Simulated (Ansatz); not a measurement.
**Run report: BNH4ClF, geometry relaxation**

- system: BNH4ClF
- method: RKS PBE-D4/def2-SVP (Ansatz 0.2.0)

The input holds or restrains some coordinates. Forces given for the steps count only the free coordinates. It belongs to a series of runs on one base structure; here: pulled along the bonds that form and break, towards end A. Figures and captions count atoms from 1; the log counts them from 0 in places.

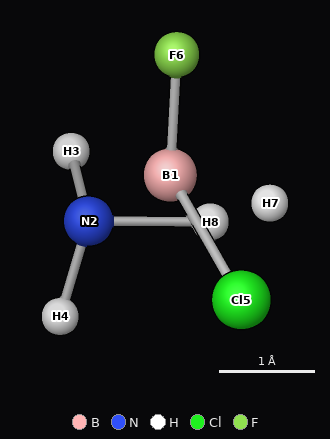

The starting structure (ball-and-stick view, seen at a tilt; atoms are numbered from 1 in the order of the input). Bond lengths as drawn: B–Cl 1.86 Å, B–F 1.32 Å and H–N 1.06 to 1.28 Å.

### Input file
```yaml
crystal:
  periodic: [false, false, false]
  atoms:
    - { symbol: B, position_ang: [0.0, 0.0, 0.0] }
    - { symbol: "N", position_ang: [0.0, 0.0, 1.9] }
    - { symbol: H, position_ang: [-0.877, -0.2713, 2.43] }
    - { symbol: H, position_ang: [0.877, 0.2713, 2.43] }
    - { symbol: Cl, position_ang: [1.6108, 0.0, -0.93] }
    - { symbol: F, position_ang: [-1.1431, 0.0, -0.66] }
    - { symbol: H, position_ang: [0.3134, -1.3788, 0.4698] }
    - { symbol: H, position_ang: [0.258, -1.135, 1.3606] }
basis:
  gaussian: { orbitals: def2-SVP }
hamiltonian:
  xc: pbe
  dispersion: d4
relax:
  f_tol: 0.15
  max_steps: 25
  restrain:
    - { distance: [0, 6], at: 2.39, k: 30.0 }
    - { distance: [7, 1], at: 2.26, k: 30.0 }
    - { distance: [0, 1], at: 1.55, k: 30.0 }
    - { distance: [7, 6], at: 0.66, k: 30.0 }
output:
  orbitals: {}
```

Run as:
```bash
ansatz run input.yaml --threads 1 --pin off --max-ram 2048MiB --backend cpu --events-out ev --progress --plain --runs-dir out
```

### Output
```
The last accepted step is kept in [file] (removed where the run ends without a failure and the disk answers)
Engine: ansatz 0.2.0, aarch64-unknown-linux-gnu
Functional definition: PBE
  parameter kappa = 0.804
  parameter beta = 0.06672455060314922
  exchange = pbe_x(kappa = kappa, mu = beta*pi^2/3)
  correlation = pbe_c(beta = beta)
901 factors; their error is unknown
mean field evaluation 1: about -17445.8733 eV, gradient 5.7e1 eV
mean field evaluation 2: about -17419.2335 eV, gradient 1.1e2 eV
mean field evaluation 4: about -17452.2527 eV, gradient 9.0e0 eV
mean field evaluation 8: about -17452.3898 eV, gradient 2.4e-1 eV
mean field evaluation 16: about -17452.3442 eV, gradient 9.4e-5 eV
mean field -17452.34415925 eV, -641.3618182285 hartree, gradient 2.0e-5 eV, S^2 0.000000; 0 other end points of the search recorded, 0 dependent functions left out
the calculation of the forces begins
reference -17452.34419025 eV, -641.3618193677 hartree; 21, 21 occupied and 59, 59 virtual orbitals, 901 factors
relax step   1: F+E_penalty+E_count = -17452.47325716 eV  Δ(F+E_penalty+E_count) = +0.000e0 eV  max|allowed force component| = 3.900e0 eV/Å  E_restraint = 29.36524736 eV  max|allowed force component, restraints' pulls added| = 2.663e1 eV/Å  Δτ_max = 0.0000 Å  (27 SCF iters, accepted)
  distance B 0 - H 6 = 1.4900 Å
  distance H 7 - N 1 = 1.2829 Å
  distance B 0 - N 1 = 1.9000 Å
  distance H 7 - H 6 = 0.9252 Å
these checks for a lower state are left out or cut short: starts, cluster_reference, orbital_swaps, neighbouring_geometries, increment
901 factors; their error is unknown
mean field -17452.42366642 eV, -641.3647400632 hartree, gradient 2.0e-5 eV, S^2 0.000000; 0 other end points of the search recorded, 0 dependent functions left out
[... from here on the field's lines of each further geometry are left out, up to the last ...]
relax step   2: F+E_penalty+E_count = -17452.55904185 eV  Δ(F+E_penalty+E_count) = -8.578e-2 eV  max|allowed force component| = 2.940e0 eV/Å  E_restraint = 13.89929023 eV  max|allowed force component, restraints' pulls added| = 2.010e1 eV/Å  Δτ_max = 0.1947 Å  (35 SCF iters, accepted)
relax step   3: F+E_penalty+E_count = -17453.42374187 eV  Δ(F+E_penalty+E_count) = -8.647e-1 eV  max|allowed force component| = 2.954e0 eV/Å  E_restraint = 3.46810094 eV  max|allowed force component, restraints' pulls added| = 1.079e1 eV/Å  Δτ_max = 0.1948 Å  (34 SCF iters, accepted)
relax step   4: F+E_penalty+E_count = -17454.70277771 eV  Δ(F+E_penalty+E_count) = -1.279e0 eV  max|allowed force component| = 2.651e0 eV/Å  E_restraint = 0.13273353 eV  max|allowed force component, restraints' pulls added| = 2.988e0 eV/Å  Δτ_max = 0.1946 Å  (36 SCF iters, accepted)
relax step   5: F+E_penalty+E_count = -17455.29981431 eV  Δ(F+E_penalty+E_count) = -5.970e-1 eV  max|allowed force component| = 1.764e0 eV/Å  E_restraint = 0.14794933 eV  max|allowed force component, restraints' pulls added| = 2.304e0 eV/Å  Δτ_max = 0.1999 Å  (32 SCF iters, accepted)
relax step   6: F+E_penalty+E_count = -17455.45965642 eV  Δ(F+E_penalty+E_count) = -1.598e-1 eV  max|allowed force component| = 1.498e0 eV/Å  E_restraint = 0.15171146 eV  max|allowed force component, restraints' pulls added| = 1.807e0 eV/Å  Δτ_max = 0.0726 Å  (27 SCF iters, accepted)
relax step   7: F+E_penalty+E_count = -17455.65439364 eV  Δ(F+E_penalty+E_count) = -1.947e-1 eV  max|allowed force component| = 2.288e0 eV/Å  E_restraint = 0.13981515 eV  max|allowed force component, restraints' pulls added| = 6.665e-1 eV/Å  Δτ_max = 0.1735 Å  (28 SCF iters, accepted)
relax step   8: F+E_penalty+E_count = -17455.70457080 eV  Δ(F+E_penalty+E_count) = -5.018e-2 eV  max|allowed force component| = 2.479e0 eV/Å  E_restraint = 0.14241711 eV  max|allowed force component, restraints' pulls added| = 3.255e-1 eV/Å  Δτ_max = 0.0860 Å  (28 SCF iters, accepted)
relax step   9: F+E_penalty+E_count = -17455.72428589 eV  Δ(F+E_penalty+E_count) = -1.972e-2 eV  max|allowed force component| = 2.363e0 eV/Å  E_restraint = 0.14906934 eV  max|allowed force component, restraints' pulls added| = 1.032e-1 eV/Å  Δτ_max = 0.0680 Å  (28 SCF iters, accepted)
relax step  10: F+E_penalty+E_count = -17455.71471133 eV  Δ(F+E_penalty+E_count) = +9.575e-3 eV  max|allowed force component| = 2.056e0 eV/Å  E_restraint = 0.18133833 eV  max|allowed force component, restraints' pulls added| = 1.712e0 eV/Å  Δτ_max = 0.1990 Å  (32 SCF iters, rejected (line search))
relax step  11: F+E_penalty+E_count = -17455.74163531 eV  Δ(F+E_penalty+E_count) = -1.735e-2 eV  max|allowed force component| = 2.239e0 eV/Å  E_restraint = 0.16188766 eV  max|allowed force component, restraints' pulls added| = 2.918e-1 eV/Å  Δτ_max = 0.0962 Å  (28 SCF iters, accepted)
relax step  12: F+E_penalty+E_count = -17455.75386012 eV  Δ(F+E_penalty+E_count) = -1.222e-2 eV  max|allowed force component| = 2.010e0 eV/Å  E_restraint = 0.18061846 eV  max|allowed force component, restraints' pulls added| = 7.323e-1 eV/Å  Δτ_max = 0.0975 Å  (27 SCF iters, rejected (line search))
the calculation of the forces begins
reference -17455.60907628 eV, -641.4818017165 hartree; 21, 21 occupied and 59, 59 virtual orbitals, 901 factors
relax step  13: F+E_penalty+E_count = -17455.74207876 eV  Δ(F+E_penalty+E_count) = -4.435e-4 eV  max|allowed force component| = 2.243e0 eV/Å  E_restraint = 0.15595942 eV  max|allowed force component, restraints' pulls added| = 1.199e-1 eV/Å  Δτ_max = 0.0487 Å  (26 SCF iters, accepted)
```

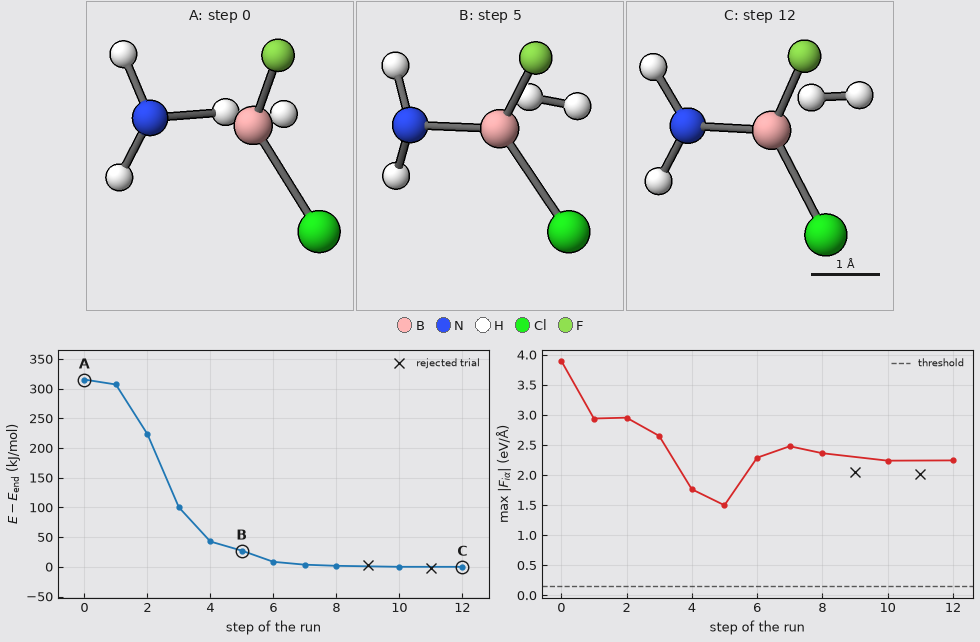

Frames of the restrained relaxation (ball-and-stick view, seen at a tilt) above the curves, on which the letters mark them (the first geometry is step 0 here and step 1 in the log).

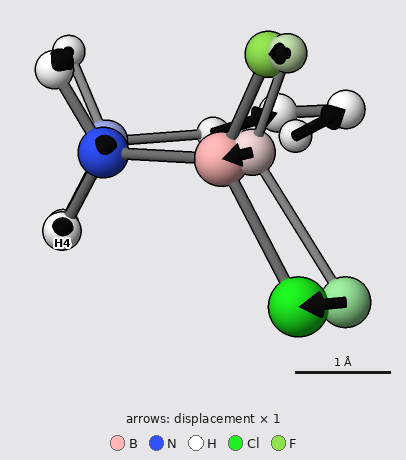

Start (faint) and end (solid) with the displacements as black arrows, at true length (ball-and-stick view, seen at a tilt). The two geometries are laid on each other by the best rigid fit. H7 moves most after the best rigid fit: 0.83 Å. By element the largest moves are H 0.83 Å, Cl 0.52 Å, B 0.33 Å, N 0.32 Å, F 0.27 Å. Among the contacts that change: N2–H8 1.283 → 2.271 Å, B1–N2 1.900 → 1.472 Å, H7–H8 0.925 → 0.724 Å, B1–Cl5 1.860 → 1.774 Å. Among the angles that change: H3–N2–H4 120.0° → 115.8°. The energy falls by 315.4 kJ/mol in 12 geometry steps. Largest force component: 3.9 eV/Å at the start, 2.2 eV/Å at the end. The line search rejected the trial steps at points 9, 11 (counted from 0) and went back. (Atoms are counted from 1 in the order of the input.)

```
  distance B 0 - H 6 = 2.4011 Å
  distance H 7 - N 1 = 2.2712 Å
  distance B 0 - N 1 = 1.4722 Å
  distance H 7 - H 6 = 0.7240 Å
901 factors; their error is unknown
mean field -17455.60904732 eV, -641.4818006521 hartree, gradient 2.2e-5 eV, S^2 0.000000; 1 other end points of the search recorded, 0 dependent functions left out
the calculation of the forces begins
reference -17455.60907628 eV, -641.4818017165 hartree; 21, 21 occupied and 59, 59 virtual orbitals, 901 factors
Total energy: -17455.74210772 eV, -641.4866905319 hartree
Atom 0 at     0.025001     0.163657     0.267320 Å, force    -0.083655     0.591256     2.243435 eV/Å
Atom 1 at     0.002503     0.294164     1.733537 Å, force     0.007052     0.073813    -2.197790 eV/Å
Atom 2 at    -0.864240     0.219464     2.264854 Å, force    -0.003574    -0.004590    -0.006588 eV/Å
Atom 3 at     0.832893     0.531088     2.272077 Å, force     0.003347     0.016535     0.000475 eV/Å
Atom 4 at     1.529023     0.419963    -0.638532 Å, force    -0.040492    -0.034705     0.031514 eV/Å
Atom 5 at    -1.108310    -0.073098    -0.399207 Å, force     0.046816    -0.035171     0.020353 eV/Å
Atom 6 at     0.334631    -2.211437     0.435233 Å, force     0.140025    -1.181684    -1.543256 eV/Å
Atom 7 at     0.287599    -1.857602     1.065118 Å, force    -0.069519     0.574547     1.451858 eV/Å
Dipole moment:    -0.027824     0.044309     0.539659 e Å
```

### Trajectory as extended XYZ (Å, eV, eV/Å), 13 frames, from step=1 to step=13
```
8
Properties=species:S:1:pos:R:3:forces:R:3 step=1 energy=-17452.47326
B     0.0000    0.0000    0.0000    2.0200  -3.9000   1.7475
N     0.0000    0.0000    1.9000    0.3697   0.1218  -0.1587
H    -0.8770   -0.2713    2.4300    1.0553   1.0455  -0.3957
H     0.8770    0.2713    2.4300   -1.4805   0.1853  -0.3018
Cl    1.6108    0.0000   -0.9300   -0.7495   1.3685   0.5475
F    -1.1431    0.0000   -0.6600   -0.4702   1.0131   0.2770
H     0.3134   -1.3788    0.4698   -0.4468  -1.2343  -2.5979
H     0.2580   -1.1350    1.3606   -0.2979   1.4001   0.8822
8
Properties=species:S:1:pos:R:3:forces:R:3 step=2 energy=-17452.55904
B    -0.0148    0.1216    0.0470    1.3108  -1.6619   2.9400
N    -0.0327    0.1417    1.8765   -0.2880   1.4055  -1.4841
H    -0.8641   -0.2535    2.4228    1.3236   0.9610  -1.0681
H     0.8623    0.2797    2.4274   -1.3533   0.0651  -0.8578
Cl    1.5955    0.0188   -0.9172   -1.5489   0.9054   1.1329
F    -1.1443    0.0155   -0.6507    0.5466   0.4964   0.9022
H     0.3471   -1.5617    0.5275    0.1161  -1.9617  -1.3340
H     0.2902   -1.2759    1.2671   -0.1069  -0.2098  -0.2311
8
Properties=species:S:1:pos:R:3:forces:R:3 step=3 energy=-17453.42374
B    -0.0323    0.2709    0.1314    0.7354  -1.5572   2.7759
N    -0.0756    0.3164    1.8335   -0.0376   0.0688  -1.8611
H    -0.8434   -0.2415    2.3963    1.5942   1.4766  -1.7852
H     0.8461    0.2797    2.4053   -1.7060   0.1800  -1.5588
Cl    1.5636    0.0258   -0.8913   -1.5922   1.0233   1.4574
F    -1.1251    0.0152   -0.6277    0.8043   0.7884   1.4041
H     0.3804   -1.7271    0.5584    0.4183  -2.4112  -2.9540
H     0.3254   -1.4531    1.1943   -0.2163   0.4314   2.5216
8
Properties=species:S:1:pos:R:3:forces:R:3 step=4 energy=-17454.70278
B    -0.0430    0.3482    0.2401    0.5253  -1.7085   0.8492
N    -0.0994    0.4329    1.7643    0.3318  -0.7944  -1.3173
H    -0.7874   -0.1715    2.3077    0.3177   1.1269  -1.2951
H     0.7825    0.2920    2.3256   -0.5884   0.5640  -1.1329
Cl    1.5177    0.0797   -0.8280   -1.1711   0.9998   1.4711
F    -1.1110    0.0625   -0.5612    0.5048   0.8435   1.4771
H     0.4179   -1.9134    0.5558    0.3215  -1.6553  -2.6508
H     0.3619   -1.6442    1.1961   -0.2417   0.6238   2.5987
8
Properties=species:S:1:pos:R:3:forces:R:3 step=5 energy=-17455.29981
B    -0.0167    0.1692    0.2708    0.3724   1.1804   0.5874
N    -0.0730    0.4614    1.7542    0.1135  -1.2692  -1.7638
H    -0.8051   -0.0641    2.2891    0.2919   0.7061  -0.6126
H     0.8134    0.3371    2.2809   -0.3267   0.2424  -0.5032
Cl    1.5245    0.2464   -0.7802   -1.0010   0.0433   1.2351
F    -1.1249    0.0847   -0.5053    0.4880  -0.1515   1.0989
H     0.4899   -2.0976    0.5847    0.4645  -1.1314  -0.9895
H     0.2308   -1.6508    1.1063   -0.4026   0.3799   0.9477
8
Properties=species:S:1:pos:R:3:forces:R:3 step=6 energy=-17455.45966
B    -0.0110    0.2169    0.2755    0.2366   0.6944   0.1354
N    -0.0673    0.4700    1.7355    0.2161  -0.9858  -1.4978
H    -0.7863   -0.0662    2.2565   -0.0366   0.5577  -0.4135
H     0.8132    0.3371    2.2562   -0.0804   0.2969  -0.3543
Cl    1.5253    0.2906   -0.7677   -0.9475   0.0832   1.1570
F    -1.1212    0.0632   -0.4901    0.5306   0.0213   1.0276
H     0.4684   -2.1148    0.5890    0.4762  -1.0543  -1.0602
H     0.2179   -1.7106    1.1455   -0.3950   0.3865   1.0057
8
Properties=species:S:1:pos:R:3:forces:R:3 step=7 energy=-17455.65439
B    -0.0179    0.2096    0.2449   -0.3847   0.5697   1.9588
N    -0.0287    0.4277    1.7108   -0.7013  -0.4180  -2.2880
H    -0.8505    0.0933    2.2331    0.2135   0.2508  -0.1217
H     0.8408    0.2982    2.2115    0.3410   0.1005   0.2362
Cl    1.5206    0.3080   -0.6355   -0.1657   0.0692  -0.0720
F    -1.1755    0.0175   -0.4248    0.6351   0.1160   0.3284
H     0.4703   -2.1219    0.5340    0.4435  -1.1731  -1.2925
H     0.2800   -1.7462    1.1264   -0.3814   0.4849   1.2508
8
Properties=species:S:1:pos:R:3:forces:R:3 step=8 energy=-17455.70457
B    -0.0121    0.1988    0.2450    0.0979   0.5192   2.4787
N    -0.0299    0.3603    1.7128   -0.0929  -0.0374  -2.3142
H    -0.8663    0.1716    2.2647   -0.0458   0.0494  -0.0489
H     0.8354    0.3732    2.2422    0.1537   0.0841   0.1051
Cl    1.5172    0.3243   -0.6449   -0.0672   0.0624  -0.0239
F    -1.1509    0.0066   -0.4148   -0.1173  -0.0085  -0.1246
H     0.4574   -2.1425    0.4895    0.4574  -1.2064  -1.5430
H     0.2884   -1.8061    1.1059   -0.3858   0.5372   1.4709
8
Properties=species:S:1:pos:R:3:forces:R:3 step=9 energy=-17455.72429
B    -0.0034    0.1886    0.2537   -0.0175   0.4836   2.3629
N    -0.0192    0.3220    1.7209   -0.0958   0.0588  -2.2869
H    -0.8721    0.2015    2.2658   -0.0226   0.0337  -0.0211
H     0.8334    0.4388    2.2597    0.0972   0.0448   0.0641
Cl    1.5174    0.3379   -0.6441   -0.0271   0.0475  -0.0152
F    -1.1447   -0.0013   -0.4110   -0.0046  -0.0171  -0.0151
H     0.4351   -2.1631    0.4635    0.3964  -1.1899  -1.6105
H     0.2926   -1.8383    1.0919   -0.3260   0.5386   1.5218
8
Properties=species:S:1:pos:R:3:forces:R:3 step=10 energy=-17455.71471 accepted=F
B     0.0340    0.1478    0.2840   -0.1646   0.4572   2.0563
N     0.0126    0.2498    1.7476    0.6867   0.8384  -0.6012
H    -0.8763    0.2784    2.2814    0.5232  -0.0828  -0.4602
H     0.8325    0.6334    2.3012   -1.1783  -0.6297  -0.9484
Cl    1.5332    0.4090   -0.6254   -0.0210  -0.0085   0.0181
F    -1.1008   -0.1028   -0.3776    0.0787   0.0029  -0.0022
H     0.3405   -2.2397    0.3777    0.1788  -1.0470  -1.4003
H     0.2633   -1.8897    1.0113   -0.1037   0.4696   1.3379
8
Properties=species:S:1:pos:R:3:forces:R:3 step=11 energy=-17455.74163
B     0.0229    0.1600    0.2613   -0.1267   0.7504   2.2240
N    -0.0022    0.3098    1.7256   -0.0378  -0.0222  -2.2390
H    -0.8658    0.2228    2.2596   -0.0078  -0.0188  -0.0013
H     0.8389    0.4829    2.2683    0.0645   0.0588   0.0469
Cl    1.5248    0.4338   -0.6454   -0.0581  -0.0958   0.0394
F    -1.1151   -0.0617   -0.4044    0.0906  -0.0671   0.0286
H     0.3553   -2.2111    0.4546    0.1968  -1.1420  -1.4304
H     0.2803   -1.8502    1.0809   -0.1215   0.5368   1.3318
8
Properties=species:S:1:pos:R:3:forces:R:3 step=12 energy=-17455.75386 accepted=F
B     0.0374    0.1766    0.2770   -0.1565   0.2002   2.0073
N     0.0083    0.2997    1.7426    0.4077   0.2606  -2.0102
H    -0.8572    0.2123    2.2718   -0.0613  -0.0242   0.0090
H     0.8346    0.5689    2.2898   -0.3113  -0.0630  -0.2301
Cl    1.5407    0.4368   -0.6401   -0.1590   0.0376   0.1377
F    -1.0797   -0.1514   -0.3904    0.1933   0.2112   0.1329
H     0.2716   -2.2138    0.4083    0.0063  -0.9792  -1.1508
H     0.2835   -1.8429    1.0413    0.0808   0.3568   1.1043
8
Properties=species:S:1:pos:R:3:forces:R:3 step=13 energy=-17455.74208
B     0.0250    0.1637    0.2673   -0.0837   0.5913   2.2434
N     0.0025    0.2942    1.7335    0.0071   0.0738  -2.1978
H    -0.8642    0.2195    2.2649   -0.0036  -0.0046  -0.0066
H     0.8329    0.5311    2.2721    0.0033   0.0165   0.0005
Cl    1.5290    0.4200   -0.6385   -0.0405  -0.0347   0.0315
F    -1.1083   -0.0731   -0.3992    0.0468  -0.0352   0.0204
H     0.3346   -2.2114    0.4352    0.1400  -1.1817  -1.5433
H     0.2876   -1.8576    1.0651   -0.0695   0.5745   1.4519
```

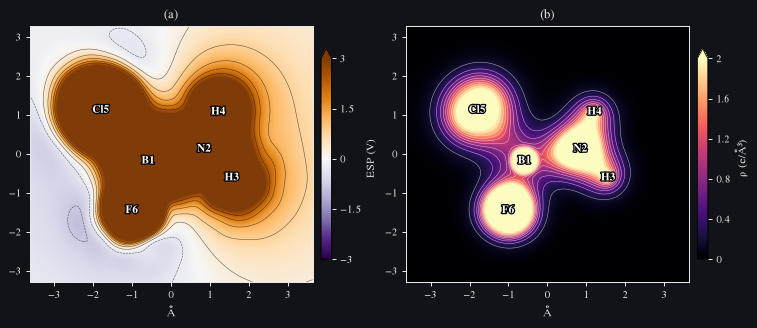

(a) molecular electrostatic potential; (b) electron density on the plane of atoms B1, N2 and H3. The section cuts through B, N, H, Cl and F sites. B–F (1.34 Å): ρ at the midpoint is about 2.1 e/Å³. B–N (1.47 Å): ρ at the midpoint is about 1.7 e/Å³. B–Cl (1.77 Å): ρ at the midpoint is about 1.3 e/Å³. N–H (1.02 Å): ρ at the midpoint is about 2.8 e/Å³, with its minimum of 2.2 e/Å³ about 0.8 Å from N.

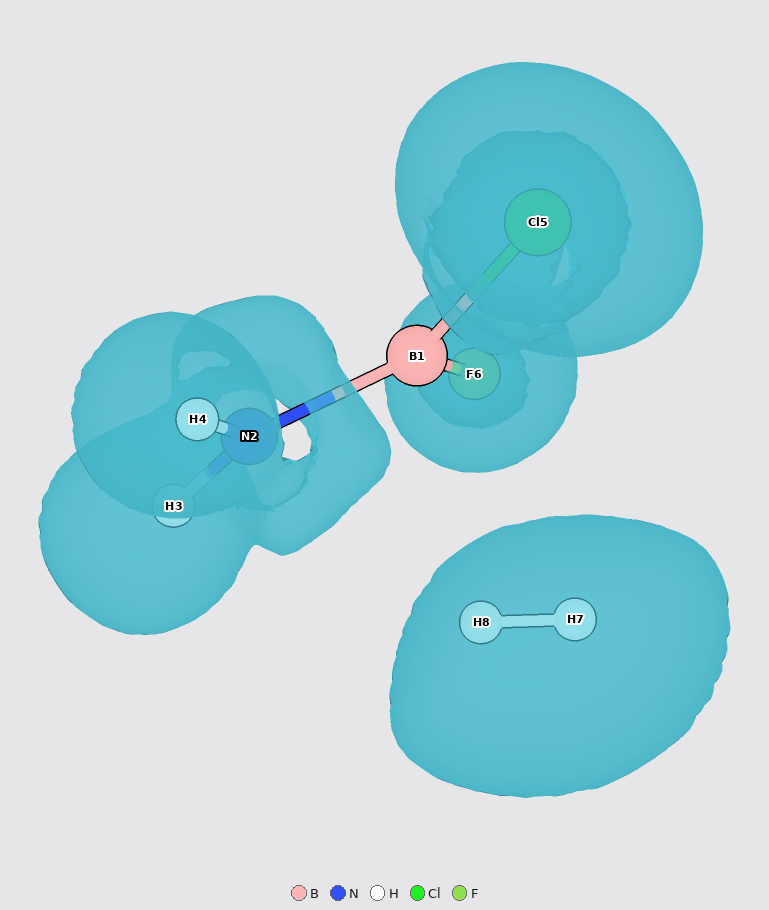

Isosurface of the ELF at 0.8 (cyan), seen face on. Core shells and regions of very low density are left out. Profiles from the grid: B1···H8 (2.19 Å): the ELF is only about 0.15 between them (a non-bonded, intermolecular contact). B–F (1.34 Å): the ELF peaks at about 0.85 between the atoms (a polar covalent bond).

### Results in brief

```json
{"quantity": "outcome", "value": "converged under the restraints of the input"}
{"quantity": "total energy", "value": "−17455.7421 eV"}
{"quantity": "mean-field energy", "value": "−17455.6091 eV"}
{"quantity": "largest force (length of the vector) at the end, held atoms and coordinates included", "value": "2.322 eV/Å"}
{"quantity": "hardware", "value": "1 thread of Arm Neoverse V2, 24 GiB of memory available, shared host"}
{"quantity": "wall time", "value": "31 s"}
{"quantity": "peak memory", "value": "0.14 GiB"}
```
